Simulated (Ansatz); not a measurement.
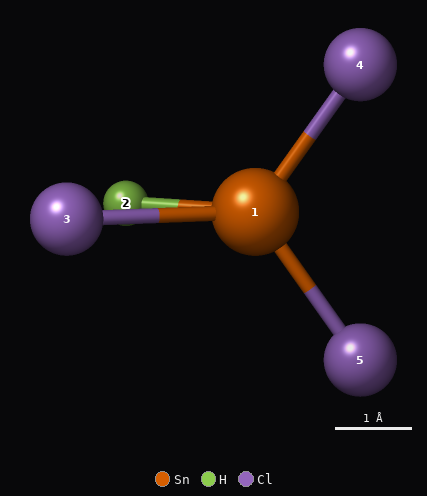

Figure 1. The starting structure (ball-and-stick view, seen on its broad side; atoms are numbered from 1 in the order of the input). Sticks mark near contacts.

**SnHCl₃: geometry relaxation**

The run: geometry relaxation of SnHCl₃. Method and program: RKS PBE-D4/def2-SVPD (Ansatz 0.2.0).

The input holds or restrains some coordinates. Forces given for the steps count only the free coordinates. It belongs to a series of runs on one base structure; here: pulled along the bonds that form and break, towards end A. Figures and captions count atoms from 1; the log counts them from 0 in places.

## Output
```
The last accepted step is kept in [file] (removed where the run ends without a failure and the disk answers)
Engine: ansatz 0.2.0, x86_64-unknown-linux-gnu
Functional definition: PBE
  parameter kappa = 0.804
  parameter beta = 0.06672455060314922
  exchange = pbe_x(kappa = kappa, mu = beta*pi^2/3)
  correlation = pbe_c(beta = beta)
1245 factors; their error is unknown
mean field evaluation 1: about -43388.2533 eV, gradient 2.7e1 eV
mean field evaluation 2: about -43378.1155 eV, gradient 6.4e1 eV
mean field evaluation 4: about -43390.2372 eV, gradient 7.1e0 eV
mean field evaluation 8: about -43390.4437 eV, gradient 1.7e-1 eV
mean field evaluation 16: about -43390.4136 eV, gradient 6.7e-5 eV
mean field -43390.41363861 eV, -1594.5682901402 hartree, gradient 5.8e-5 eV, S^2 0.000000; 1 other end points of the search recorded, 0 dependent functions left out
the calculation of the forces begins
reference -43390.41368738 eV, -1594.5682919324 hartree; 37, 37 occupied and 84, 84 virtual orbitals, 1245 factors
relax step   1: F+E_penalty+E_count = -43390.57917531 eV  Δ(F+E_penalty+E_count) = +0.000e0 eV  max|allowed force component| = 1.628e0 eV/Å  E_restraint = 8.61789266 eV  max|allowed force component, restraints' pulls added| = 2.110e1 eV/Å  Δτ_max = 0.0000 Å  (77 SCF iters, accepted)
  distance H 1 - Cl 2 = 1.8668 Å
  distance Sn 0 - H 1 = 1.9399 Å
  distance Sn 0 - Cl 2 = 2.6100 Å
these checks for a lower state are left out or cut short: starts, cluster_reference, orbital_swaps, neighbouring_geometries, increment
1245 factors; their error is unknown
mean field evaluation 32: about -43390.2860 eV, gradient 1.5e1 eV
mean field -43390.76954364 eV, -1594.5813694089 hartree, gradient 1.1e-5 eV, S^2 0.000000; 0 other end points of the search recorded, 0 dependent functions left out
the calculation of the forces begins
reference -43390.76959338 eV, -1594.5813712368 hartree; 37, 37 occupied and 84, 84 virtual orbitals, 1245 factors
relax step   2: F+E_penalty+E_count = -43390.93257066 eV  Δ(F+E_penalty+E_count) = -3.534e-1 eV  max|allowed force component| = 1.184e0 eV/Å  E_restraint = 2.48317089 eV  max|allowed force component, restraints' pulls added| = 1.123e1 eV/Å  Δτ_max = 0.1970 Å  (37 SCF iters, accepted)
  distance H 1 - Cl 2 = 2.2058 Å
  distance Sn 0 - H 1 = 1.8140 Å
  distance Sn 0 - Cl 2 = 2.5757 Å
these checks for a lower state are left out or cut short: starts, cluster_reference, orbital_swaps, neighbouring_geometries, increment
1245 factors; their error is unknown
mean field -43391.31077277 eV, -1594.6012592126 hartree, gradient 1.4e-5 eV, S^2 0.000000; 0 other end points of the search recorded, 0 dependent functions left out
the calculation of the forces begins
reference -43391.31082255 eV, -1594.6012610418 hartree; 37, 37 occupied and 84, 84 virtual orbitals, 1245 factors
relax step   3: F+E_penalty+E_count = -43391.47620697 eV  Δ(F+E_penalty+E_count) = -5.436e-1 eV  max|allowed force component| = 1.132e0 eV/Å  E_restraint = 0.14751871 eV  max|allowed force component, restraints' pulls added| = 2.940e0 eV/Å  Δτ_max = 0.1987 Å  (37 SCF iters, accepted)
  distance H 1 - Cl 2 = 2.5028 Å
  distance Sn 0 - H 1 = 1.7615 Å
  distance Sn 0 - Cl 2 = 2.4797 Å
these checks for a lower state are left out or cut short: starts, cluster_reference, orbital_swaps, neighbouring_geometries, increment
1245 factors; their error is unknown
mean field -43391.74787455 eV, -1594.6173224065 hartree, gradient 1.3e-5 eV, S^2 0.000000; 0 other end points of the search recorded, 0 dependent functions left out
the calculation of the forces begins
reference -43391.74792378 eV, -1594.6173242159 hartree; 37, 37 occupied and 84, 84 virtual orbitals, 1245 factors
relax step   4: F+E_penalty+E_count = -43391.92109259 eV  Δ(F+E_penalty+E_count) = -4.449e-1 eV  max|allowed force component| = 1.003e0 eV/Å  E_restraint = 0.03605518 eV  max|allowed force component, restraints' pulls added| = 9.939e-1 eV/Å  Δτ_max = 0.1946 Å  (35 SCF iters, accepted)
  distance H 1 - Cl 2 = 2.6170 Å
  distance Sn 0 - H 1 = 1.7261 Å
  distance Sn 0 - Cl 2 = 2.4117 Å
these checks for a lower state are left out or cut short: starts, cluster_reference, orbital_swaps, neighbouring_geometries, increment
1245 factors; their error is unknown
mean field evaluation 64: about -43391.7755 eV, gradient 2.2e-5 eV
mean field -43391.77550212 eV, -1594.6183377010 hartree, gradient 2.2e-5 eV, S^2 0.000000; 0 other end points of the search recorded, 0 dependent functions left out
the calculation of the forces begins
reference -43391.77555139 eV, -1594.6183395118 hartree; 37, 37 occupied and 84, 84 virtual orbitals, 1245 factors
relax step   5: F+E_penalty+E_count = -43391.94991612 eV  Δ(F+E_penalty+E_count) = -2.882e-2 eV  max|allowed force component| = 1.012e0 eV/Å  E_restraint = 0.03806207 eV  max|allowed force component, restraints' pulls added| = 2.103e-1 eV/Å  Δτ_max = 0.0744 Å  (29 SCF iters, accepted)
  distance H 1 - Cl 2 = 2.6132 Å
  distance Sn 0 - H 1 = 1.7190 Å
  distance Sn 0 - Cl 2 = 2.3949 Å
these checks for a lower state are left out or cut short: starts, cluster_reference, orbital_swaps, neighbouring_geometries, increment
1245 factors; their error is unknown
mean field -43391.76744536 eV, -1594.6180416206 hartree, gradient 8.5e-6 eV, S^2 0.000000; 0 other end points of the search recorded, 0 dependent functions left out
the calculation of the forces begins
reference -43391.76749462 eV, -1594.6180434309 hartree; 37, 37 occupied and 84, 84 virtual orbitals, 1245 factors
relax step   6: F+E_penalty+E_count = -43391.94323197 eV  Δ(F+E_penalty+E_count) = +6.684e-3 eV  max|allowed force component| = 1.043e0 eV/Å  E_restraint = 0.03132871 eV  max|allowed force component, restraints' pulls added| = 1.578e-1 eV/Å  Δτ_max = 0.0325 Å  (29 SCF iters, accepted)
  distance H 1 - Cl 2 = 2.6095 Å
  distance Sn 0 - H 1 = 1.7249 Å
  distance Sn 0 - Cl 2 = 2.3926 Å
these checks for a lower state are left out or cut short: starts, cluster_reference, orbital_swaps, neighbouring_geometries, increment
1245 factors; their error is unknown
mean field -43391.77144488 eV, -1594.6181886003 hartree, gradient 1.1e-5 eV, S^2 0.000000; 0 other end points of the search recorded, 0 dependent functions left out
the calculation of the forces begins
reference -43391.77149414 eV, -1594.6181904104 hartree; 37, 37 occupied and 84, 84 virtual orbitals, 1245 factors
relax step   7: F+E_penalty+E_count = -43391.94666742 eV  Δ(F+E_penalty+E_count) = -3.435e-3 eV  max|allowed force component| = 1.029e0 eV/Å  E_restraint = 0.03296418 eV  max|allowed force component, restraints' pulls added| = 2.108e-2 eV/Å  Δτ_max = 0.0213 Å  (30 SCF iters, accepted)
  distance H 1 - Cl 2 = 2.6089 Å
  distance Sn 0 - H 1 = 1.7211 Å
  distance Sn 0 - Cl 2 = 2.3920 Å
1245 factors; their error is unknown
mean field evaluation 96: about -43391.7714 eV, gradient 7.8e-4 eV
```

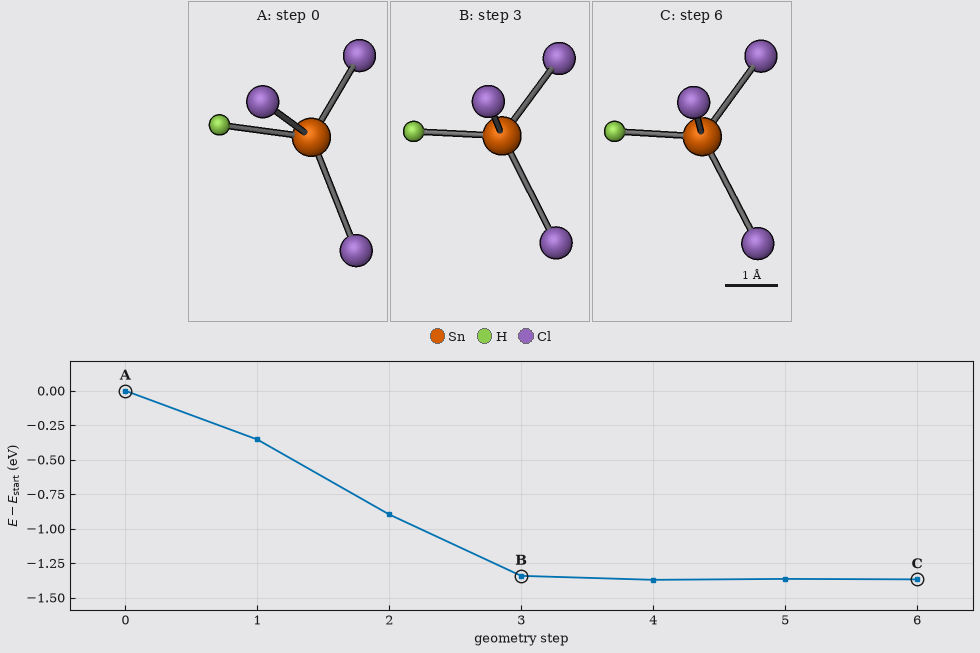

Figure 2. Frames of the restrained relaxation (ball-and-stick view, seen at a tilt) above the curves, on which the letters mark them (the first geometry is step 0 here and step 1 in the log).

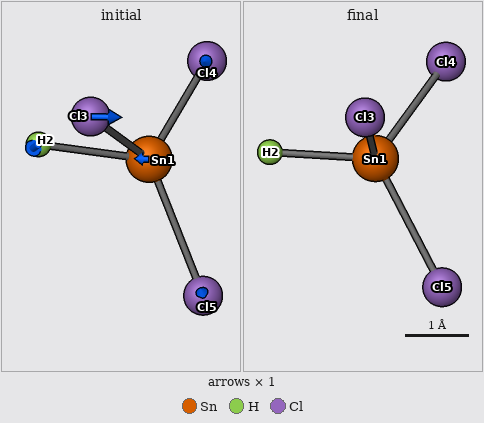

Figure 3. Before (left) and after (right) the restrained relaxation, at one scale (ball-and-stick view, seen at a tilt). The blue arrows give the displacements, at true length. Over 6 geometry steps the energy falls by 1.367 eV. The largest force component goes from 1.6 to 1 eV/Å. The atom that moves furthest after the best rigid fit is Cl3 (0.52 Å). Largest moves by element: Cl 0.52 Å, H 0.49 Å, Sn 0.26 Å. Among the contacts that change: Sn1–H2 1.940 → 1.721 Å, Sn1–Cl3 2.610 → 2.392 Å, Sn1–Cl4 2.408 → 2.354 Å. Among the angles that change: H2–Sn1–Cl3 45.6° → 76.8°, Cl3–Sn1–Cl4 123.0° → 113.5°, Cl4–Sn1–Cl5 109.5° → 106.8°. (Atoms are counted from 1 in the order of the input.)

```
mean field -43391.77144488 eV, -1594.6181886003 hartree, gradient 1.1e-5 eV, S^2 0.000000; 1 other end points of the search recorded, 0 dependent functions left out
the calculation of the forces begins
reference -43391.77149414 eV, -1594.6181904104 hartree; 37, 37 occupied and 84, 84 virtual orbitals, 1245 factors
Total energy: -43391.94671667 eV, -1594.6246297199 hartree
Atom 0 at     0.052228     0.000000     0.249136 Å, force     0.662880     0.000000     0.538477 eV/Å
Atom 1 at     0.468238     0.000000     1.919214 Å, force    -1.029131     0.000000     0.224912 eV/Å
Atom 2 at     2.443974    -0.000000     0.215386 Å, force     0.365320     0.000000    -0.763314 eV/Å
Atom 3 at    -0.901570     1.890151    -0.780768 Å, force     0.000465     0.000934    -0.000037 eV/Å
Atom 4 at    -0.901570    -1.890151    -0.780768 Å, force     0.000465    -0.000934    -0.000037 eV/Å
Dipole moment:    -0.272832    -0.000000     0.310237 e Å
```

## Trajectory as extended XYZ (Å, eV, eV/Å), 7 frames, from step=1 to step=7
```
5
Properties=species:S:1:pos:R:3:forces:R:3 step=1 energy=-43390.57917
Sn    0.0000    0.0000    0.0000   -0.8014   0.0000   1.6284
H     0.9230    0.0000    1.7063   -0.3304   0.0000  -0.8485
Cl    2.5085    0.0000    0.7209    0.7759   0.0000  -0.1076
Cl   -1.1351    1.9666   -0.8025    0.1780   0.0399  -0.3361
Cl   -1.1351   -1.9666   -0.8025    0.1780  -0.0399  -0.3361
5
Properties=species:S:1:pos:R:3:forces:R:3 step=2 energy=-43390.93257
Sn    0.0771    0.0000    0.0763   -0.1263   0.0000   1.0776
H     0.7354    0.0000    1.7666   -1.1844   0.0000  -0.3608
Cl    2.6011    0.0000    0.5897    0.0326   0.0000  -1.0025
Cl   -1.1261    1.9604   -0.8052    0.6390  -0.7108   0.1429
Cl   -1.1261   -1.9604   -0.8052    0.6390   0.7108   0.1429
5
Properties=species:S:1:pos:R:3:forces:R:3 step=3 energy=-43391.47621
Sn    0.1591    0.0000    0.1262   -0.1683   0.0000   0.6632
H     0.5521    0.0000    1.8433   -1.1319   0.0000  -0.1677
Cl    2.6198    0.0000    0.4330   -0.1373   0.0000  -1.0401
Cl   -1.0849    1.9134   -0.7902    0.7187  -0.7627   0.2723
Cl   -1.0849   -1.9134   -0.7902    0.7187   0.7627   0.2723
5
Properties=species:S:1:pos:R:3:forces:R:3 step=4 energy=-43391.92109
Sn    0.1036    0.0000    0.2116    0.5764   0.0000   0.6995
H     0.4670    0.0000    1.8990   -1.0031   0.0000   0.1296
Cl    2.5145    0.0000    0.2693    0.1591   0.0000  -0.8281
Cl   -0.9619    1.8597   -0.7789    0.1338  -0.0143  -0.0005
Cl   -0.9619   -1.8597   -0.7789    0.1338   0.0143  -0.0005
5
Properties=species:S:1:pos:R:3:forces:R:3 step=5 energy=-43391.94992
Sn    0.0616    0.0000    0.2382    0.5921   0.0000   0.4958
H     0.4610    0.0000    1.9102   -1.0117   0.0000   0.2426
Cl    2.4564    0.0000    0.2228    0.3260   0.0000  -0.7740
Cl   -0.9088    1.8989   -0.7745    0.0468  -0.0725   0.0178
Cl   -0.9088   -1.8989   -0.7745    0.0468   0.0725   0.0178
5
Properties=species:S:1:pos:R:3:forces:R:3 step=6 energy=-43391.94323
Sn    0.0475    0.0000    0.2654    0.7007   0.0000   0.5076
H     0.4804    0.0000    1.9351   -1.0432   0.0000   0.1844
Cl    2.4395    0.0000    0.2113    0.3512   0.0000  -0.7447
Cl   -0.9031    1.8743   -0.7948   -0.0044   0.0272   0.0263
Cl   -0.9031   -1.8743   -0.7948   -0.0044  -0.0272   0.0263
5
Properties=species:S:1:pos:R:3:forces:R:3 step=7 energy=-43391.94667
Sn    0.0522    0.0000    0.2491    0.6629   0.0000   0.5385
H     0.4682    0.0000    1.9192   -1.0291   0.0000   0.2249
Cl    2.4440    0.0000    0.2154    0.3653   0.0000  -0.7633
Cl   -0.9016    1.8902   -0.7808    0.0005   0.0009   0.0000
Cl   -0.9016   -1.8902   -0.7808    0.0005  -0.0009   0.0000
```

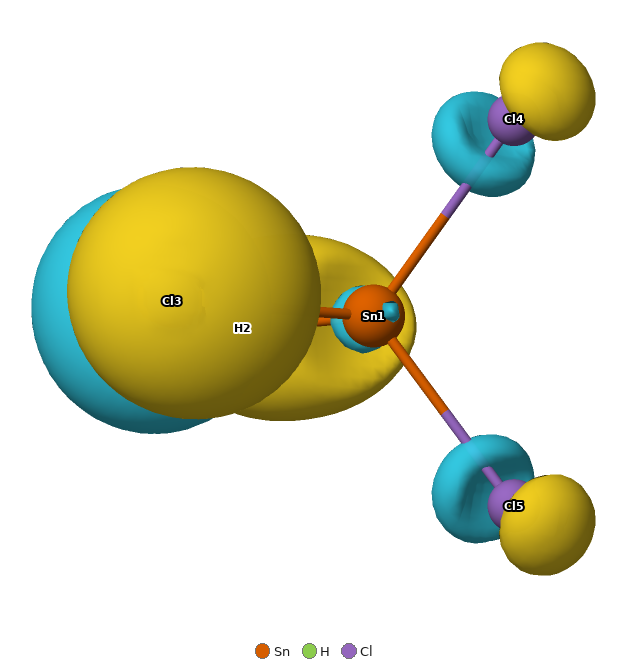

Figure 4. The HOMO at ±0.1 Å⁻³ᐟ² (yellow and cyan are the two phases), seen face on. Its energy is −7.61 eV.

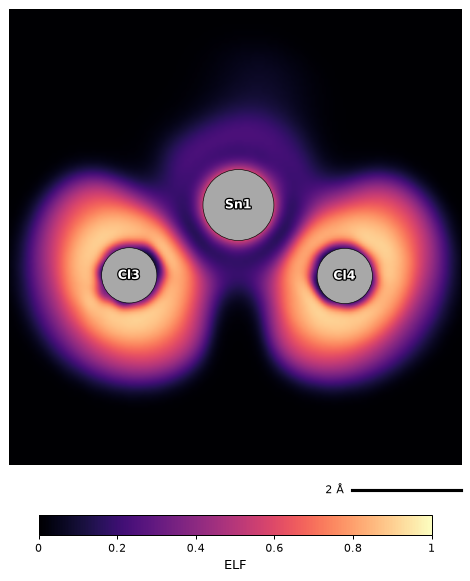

Figure 5. Electron localisation function on the plane of atoms Cl3, Sn1 and Cl4. Grey discs, where drawn, cover atomic cores. Sn–Cl (2.35 Å): the ELF peaks at about 0.80 in the valence shell of Cl, 0.8 Å from its nucleus, and drops to about 0.15 between the two atoms.

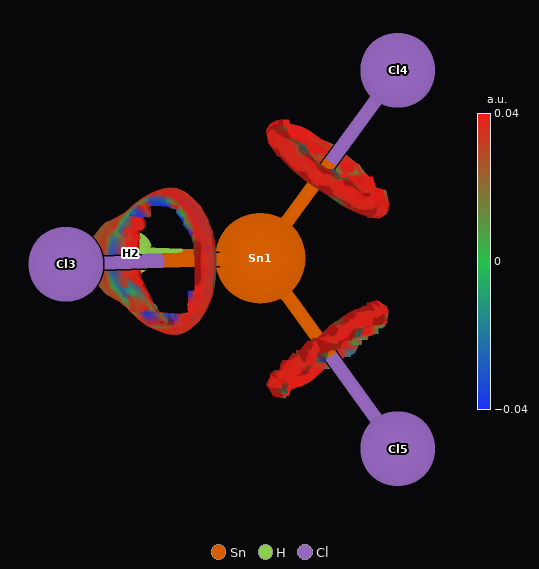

Figure 6. Non-covalent interaction (NCI) plot: the surface where the reduced density gradient is 0.5, for densities under 0.05 a.u., coloured by sign(λ₂)ρ; seen face on.

The run was set up as follows.

## Input file
```yaml
crystal:
  periodic: [false, false, false]
  atoms:
    - { symbol: Sn, position_ang: [0.0, 0.0, 0.0] }
    - { symbol: H, position_ang: [0.923, 0.0, 1.7063] }
    - { symbol: Cl, position_ang: [2.5085, 0.0, 0.7209] }
    - { symbol: Cl, position_ang: [-1.1351, 1.9666, -0.8025] }
    - { symbol: Cl, position_ang: [-1.1351, -1.9666, -0.8025] }
basis:
  gaussian: { orbitals: def2-SVPD }
hamiltonian:
  xc: pbe
  dispersion: d4
relax:
  f_tol: 0.15
  max_steps: 25
  restrain:
    - { distance: [1, 2], at: 2.57, k: 30.0 }
    - { distance: [0, 1], at: 1.74, k: 30.0 }
    - { distance: [0, 2], at: 2.41, k: 30.0 }
output:
  orbitals: {}
```

Run as:
```bash
ansatz run input.yaml --threads 4 --pin off --max-ram 5120MiB --backend cpu --events-out ev --progress --plain --runs-dir out
```

## Summary

```json
{"quantity": "outcome", "value": "converged under the restraints of the input"}
{"quantity": "total energy", "value": "−43391.9467 eV"}
{"quantity": "mean-field energy", "value": "−43391.7715 eV"}
{"quantity": "largest force (length of the vector) at the end, held atoms and coordinates included", "value": "1.053 eV/Å"}
{"quantity": "hardware", "value": "4 threads of Intel Xeon (Sapphire Rapids), 32 GiB of memory available, shared host"}
{"quantity": "wall time", "value": "7.7 s (CPU time 27 s)"}
{"quantity": "peak memory", "value": "0.2 GiB"}
```
